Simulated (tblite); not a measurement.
# Run report: C5H7FO2Si, geometry relaxation (part 1 of 2)

C5H7FO2Si, computed with GFN2-xTB geometry optimisation, gas phase (tblite 0.8.0).

It belongs to a series of runs on one base structure; here: H on Si replaced by COCH3.

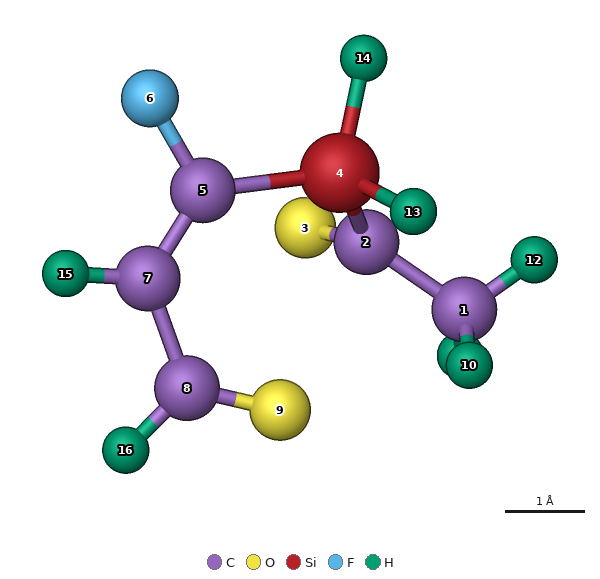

Fig. 1: The structure as given in the input (ball-and-stick view, seen at a tilt; atoms are numbered from 1 in the order of the input). Bond lengths as drawn: C–C 1.33 to 1.51 Å, C–F 1.37 Å, C–H 1.09 to 1.11 Å, C–O 1.21 to 1.23 Å, C–Si 1.84 to 1.89 Å and H–Si 1.49 to 1.50 Å.

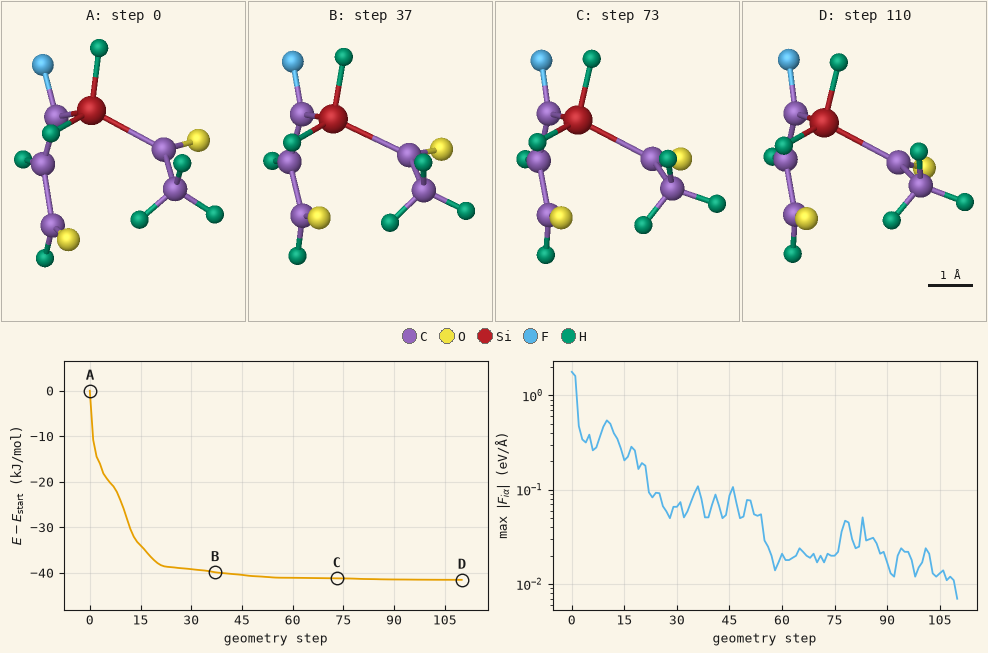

Fig. 2: Frames of the relaxation (ball-and-stick view, seen at a tilt) above the curves, on which the letters mark them (steps are counted from 0).

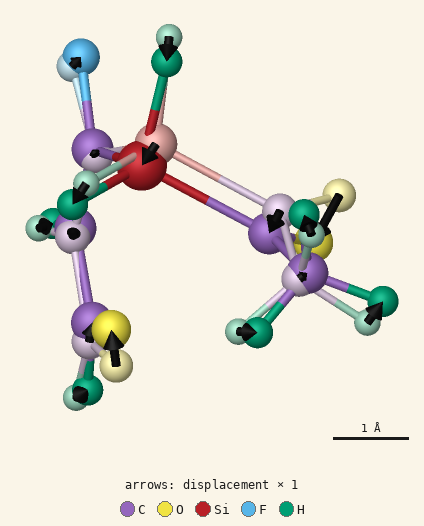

Fig. 3: Start (faint) and end (solid) with the displacements as black arrows, at true length (ball-and-stick view, seen at a tilt). The two geometries are laid on each other by the best rigid fit. Over 110 geometry steps the energy falls by 41.5 kJ/mol. The largest force component goes from 1.8 to 0.007 eV/Å. The atom that moves furthest after the best rigid fit is O3 (0.78 Å). By element the largest moves are O 0.78 Å, H 0.36 Å, C 0.36 Å, Si 0.35 Å, F 0.18 Å. Distances before and after: Si4–C5 1.841 → 1.897 Å, C7–C8 1.487 → 1.431 Å, C2–Si4 1.894 → 1.940 Å, Si4–H13 1.500 → 1.454 Å. Among the angles that change: C5–C7–C8 126.2° → 114.2°, Si4–C5–C7 130.0° → 121.4°, C5–Si4–H13 109.1° → 116.8°. (Atoms are counted from 1 in the order of the input.)

These pictures come from the run below.

Input:
```
{"job": {"kind": "relax", "xc": "GFN2-xTB", "basis": "xTB"}, "charge": 0, "multiplicity": 1}
C     -1.115800    -2.210400     0.448200
C     -1.074700    -1.018800    -0.479000
O     -2.050600    -0.429600    -0.875300
Si     0.618600    -0.437800    -1.095900
C      0.846300     1.381100    -0.926100
F      1.169700     2.020400    -2.089200
C      0.727800     2.163900     0.148300
C      0.395700     1.717600     1.527200
O      0.344200     0.535400     1.863400
H     -0.431000    -2.087400     1.286200
H     -2.136600    -2.298400     0.860600
H     -0.893000    -3.122700    -0.104500
H      1.718200    -1.141300    -0.357200
H      0.810200    -0.836300    -2.517100
H      0.874300     3.239500     0.052800
H      0.189000     2.533900     2.246000
```

The first line tells a small driver script what to run in tblite; the rest is the geometry in Å.

Command:
```bash
OMP_NUM_THREADS=1 python <driver script> task.json out
```

What the program printed:
```
step      E/eV     max force
  0    -783.20315    2.224
  1    -783.31489    1.751
  2    -783.35310    0.569
  3    -783.36907    0.376
  4    -783.39133    0.393
  5    -783.40267    0.439
  6    -783.41249    0.316
  7    -783.42077    0.304
  8    -783.43330    0.372
  9    -783.45145    0.472
 10    -783.47138    0.555
 11    -783.49481    0.509
 12    -783.51786    0.415
 13    -783.53529    0.386
 14    -783.54705    0.292
 15    -783.55501    0.254
 16    -783.56304    0.291
 17    -783.57229    0.396
 18    -783.58092    0.383
 19    -783.58861    0.244
 20    -783.59522    0.232
 21    -783.60000    0.244
 22    -783.60271    0.116
 23    -783.60389    0.100
 24    -783.60457    0.110
 25    -783.60528    0.119
 26    -783.60628    0.070
 27    -783.60700    0.063
 28    -783.60763    0.057
 29    -783.60832    0.076
 30    -783.60916    0.080
 31    -783.61008    0.082
 32    -783.61089    0.079
 33    -783.61158    0.072
 34    -783.61233    0.082
 35    -783.61339    0.115
 36    -783.61479    0.128
 37    -783.61618    0.092
 38    -783.61717    0.075
 39    -783.61787    0.065
 40    -783.61856    0.071
 41    -783.61935    0.092
 42    -783.62010    0.074
 43    -783.62073    0.056
 44    -783.62135    0.060
 45    -783.62217    0.097
 46    -783.62319    0.114
 47    -783.62415    0.080
 48    -783.62483    0.052
 49    -783.62530    0.076
 50    -783.62570    0.094
 51    -783.62615    0.092
 52    -783.62678    0.063
 53    -783.62725    0.073
 54    -783.62790    0.071
 55    -783.62836    0.044
 56    -783.62857    0.026
 57    -783.62866    0.021
 58    -783.62872    0.016
 59    -783.62877    0.019
 60    -783.62883    0.027
 61    -783.62890    0.024
 62    -783.62898    0.026
 63    -783.62907    0.021
 64    -783.62917    0.030
 65    -783.62927    0.034
 66    -783.62937    0.022
 67    -783.62947    0.021
 68    -783.62957    0.025
 69    -783.62967    0.031
 70    -783.62976    0.024
 71    -783.62985    0.022
 72    -783.62993    0.017
 73    -783.63003    0.028
 74    -783.63013    0.028
 75    -783.63023    0.022
 76    -783.63033    0.030
 77    -783.63047    0.039
 78    -783.63069    0.050
 79    -783.63099    0.055
 80    -783.63130    0.036
 81    -783.63152    0.029
 82    -783.63165    0.027
 83    -783.63176    0.060
 84    -783.63186    0.042
 85    -783.63202    0.031
 86    -783.63224    0.033
 87    -783.63236    0.029
 88    -783.63247    0.025
 89    -783.63256    0.029
 90    -783.63263    0.022
 91    -783.63269    0.017
 92    -783.63274    0.017
 93    -783.63278    0.026
 94    -783.63284    0.033
 95    -783.63292    0.033
 96    -783.63300    0.025
 97    -783.63307    0.020
 98    -783.63311    0.015
 99    -783.63315    0.016
100    -783.63319    0.018
101    -783.63324    0.024
102    -783.63327    0.022
103    -783.63331    0.016
104    -783.63334    0.012
105    -783.63336    0.014
106    -783.63337    0.016
107    -783.63339    0.014
108    -783.63341    0.015
109    -783.63343    0.014
110    -783.63345    0.010
```

Trajectory as extended XYZ (Å, eV, eV/Å), 14 of the 111 frames kept, from step=0 to step=110:
```
16
Properties=species:S:1:pos:R:3:forces:R:3 step=0 energy=-783.20315
C    -1.1158   -2.2104    0.4482   -0.9550   0.2380   0.1940
C    -1.0747   -1.0188   -0.4790   -0.0180  -0.2700   0.3780
O    -2.0506   -0.4296   -0.8753   -0.3550  -0.1110   0.1320
Si    0.6186   -0.4378   -1.0959    1.3190  -1.7790  -0.2010
C     0.8463    1.3811   -0.9261    0.1500   1.3100  -0.3490
F     1.1697    2.0204   -2.0892   -0.1370  -0.2990   0.4630
C     0.7278    2.1639    0.1483   -0.1930   0.5550   1.2280
C     0.3957    1.7176    1.5272    0.1110  -1.5240  -0.7210
O     0.3442    0.5354    1.8634    0.0280   1.5150  -0.5730
H    -0.4310   -2.0874    1.2862    0.1080   0.0400  -0.3070
H    -2.1366   -2.2984    0.8606    0.3320  -0.0560  -0.1930
H    -0.8930   -3.1227   -0.1045    0.1660   0.1680   0.0410
H     1.7182   -1.1413   -0.3572   -0.4310   0.3340  -0.1220
H     0.8102   -0.8363   -2.5171   -0.2070   0.2890   0.2900
H     0.8743    3.2395    0.0528   -0.0100  -0.2000  -0.0730
H     0.1890    2.5339    2.2460    0.0920  -0.2100  -0.1860
16
Properties=species:S:1:pos:R:3:forces:R:3 step=8 energy=-783.43330
C    -1.1611   -2.2000    0.4644    0.2420  -0.0700  -0.0410
C    -1.0822   -1.0242   -0.4574   -0.0290   0.0660   0.0490
O    -2.0637   -0.4372   -0.8450    0.0410   0.1130  -0.0570
Si    0.6852   -0.4996   -1.0602    0.0790   0.0830   0.1410
C     0.8548    1.4025   -0.9056   -0.0020  -0.1870   0.0030
F     1.1527    2.0063   -2.0601    0.0740   0.0380  -0.3630
C     0.7274    2.2056    0.1584    0.0500   0.1620  -0.0170
C     0.4018    1.6877    1.4620   -0.0650  -0.1840   0.2180
O     0.3391    0.5078    1.7441   -0.0100   0.1830  -0.2290
H    -0.4232   -2.0652    1.2528   -0.1490  -0.0070   0.0810
H    -2.1655   -2.3221    0.8633    0.0600  -0.0130   0.0160
H    -0.8729   -3.0866   -0.1017   -0.0520  -0.0070   0.0330
H     1.7555   -1.1498   -0.2851   -0.2010   0.1240  -0.0990
H     0.7756   -0.7771   -2.5133    0.0000   0.0870   0.2880
H     0.8623    3.2772    0.0599   -0.0570  -0.0960  -0.0310
H     0.2066    2.4839    2.2121    0.0180  -0.2940   0.0100
16
Properties=species:S:1:pos:R:3:forces:R:3 step=17 energy=-783.57229
C    -1.1681   -2.1877    0.4806    0.1570  -0.0680   0.0280
C    -1.0826   -0.9767   -0.3940   -0.0630   0.0190   0.0380
O    -2.0479   -0.3843   -0.8070   -0.1350   0.0520   0.0170
Si    0.6916   -0.4231   -0.8969    0.1150  -0.1100  -0.0830
C     0.8893    1.4618   -0.9484   -0.0490  -0.1810   0.0340
F     1.1597    1.9633   -2.1482    0.0530   0.2110  -0.1100
C     0.7425    2.2695    0.1121   -0.0430   0.0020  -0.0570
C     0.4129    1.6015    1.3380   -0.0470  -0.1970   0.2400
O     0.3305    0.3845    1.4423    0.1620   0.2210  -0.2860
H    -0.4686   -2.0585    1.3009   -0.0520  -0.0070   0.0890
H    -2.1743   -2.3563    0.8524   -0.0550   0.0200  -0.0310
H    -0.8379   -3.0524   -0.0932   -0.0300   0.0150  -0.0340
H     1.7488   -1.1189   -0.1678   -0.0770   0.1070  -0.0140
H     0.7597   -0.6854   -2.3529    0.0750  -0.1190   0.0850
H     0.8135    3.3445    0.0485    0.0080  -0.0210   0.1270
H     0.2232    2.2271    2.2222   -0.0190   0.0570  -0.0440
16
Properties=species:S:1:pos:R:3:forces:R:3 step=25 energy=-783.60528
C    -1.1665   -2.1825    0.4897    0.0150  -0.0340  -0.0010
C    -1.0932   -0.9598   -0.3735   -0.0180   0.0080   0.0090
O    -2.0750   -0.3782   -0.7630   -0.0080   0.0700   0.0150
Si    0.6874   -0.4083   -0.8924    0.0480  -0.0270  -0.0240
C     0.8803    1.4818   -0.9758    0.0010  -0.0340   0.0050
F     1.1730    2.0172   -2.1578   -0.0150   0.0220  -0.0630
C     0.7287    2.2761    0.0981    0.0170   0.0050  -0.0020
C     0.4197    1.5806    1.3085   -0.0070  -0.0920   0.0750
O     0.3819    0.3582    1.3606    0.0030   0.0260   0.0160
H    -0.4960   -2.0722    1.3365   -0.0010   0.0400  -0.0070
H    -2.1838   -2.3552    0.8309   -0.0420  -0.0220  -0.0020
H    -0.8285   -3.0336   -0.0978    0.0160  -0.0120  -0.0110
H     1.7365   -1.0828   -0.1406    0.0120   0.0290  -0.0080
H     0.8044   -0.7562   -2.3265    0.0020  -0.0160   0.0370
H     0.8100    3.3501    0.0823   -0.0090   0.0330  -0.0190
H     0.2134    2.1738    2.2094   -0.0150   0.0030  -0.0200
16
Properties=species:S:1:pos:R:3:forces:R:3 step=34 energy=-783.61233
C    -1.1781   -2.1807    0.4756    0.0420  -0.0010  -0.0020
C    -1.0949   -0.9426   -0.3643    0.0200   0.0390  -0.0060
O    -2.0619   -0.3112   -0.7106   -0.0110   0.0100   0.0250
Si    0.6971   -0.4177   -0.8897    0.0490  -0.0250  -0.0500
C     0.8788    1.4731   -0.9844   -0.0380  -0.0240   0.0160
F     1.1393    2.0216   -2.1699   -0.0010  -0.0300   0.0040
C     0.7330    2.2607    0.0960   -0.0300   0.0230  -0.0170
C     0.4246    1.5664    1.3082   -0.0210  -0.0390   0.0130
O     0.3969    0.3446    1.3644   -0.0030  -0.0090   0.0160
H    -0.5174   -2.0466    1.3266   -0.0340  -0.0100   0.0740
H    -2.1964   -2.3778    0.8040    0.0040   0.0270  -0.0210
H    -0.8054   -3.0263   -0.0971    0.0060  -0.0030  -0.0580
H     1.7667   -1.0539   -0.1348    0.0040  -0.0240  -0.0010
H     0.8196   -0.7980   -2.3146   -0.0130   0.0100   0.0290
H     0.7957    3.3355    0.0770    0.0080   0.0520  -0.0080
H     0.1947    2.1617    2.2020    0.0170   0.0060  -0.0150
```
